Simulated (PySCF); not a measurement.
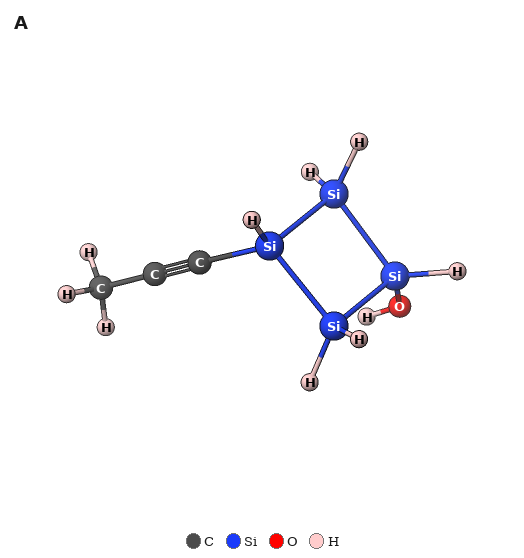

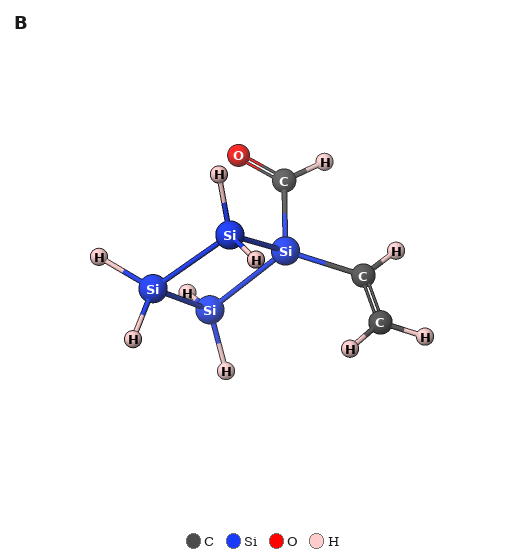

2 stationary structures of one formula. Geometries: GFN2-xTB. Electronic energies: PBE0/pcSseg-1 (PySCF 2.14.0), without zero-point energy. No frequency run is at hand to confirm each as a minimum. Each is one conformer, not always the lowest.

Which structure is the most stable?

Answer. A is lowest; B lies 75.0 kJ/mol above it. A is `CC#C[Si@H]1[SiH2][Si@@H](O)[SiH2]1`, B is `C=C[Si]1(C=O)[SiH2][SiH2][SiH2]1`.

The geometry is semi-empirical. Around Si such bond lengths and angles can be off by a tenth of an ångström or more and by several degrees, and values that hang on the shape move with them.
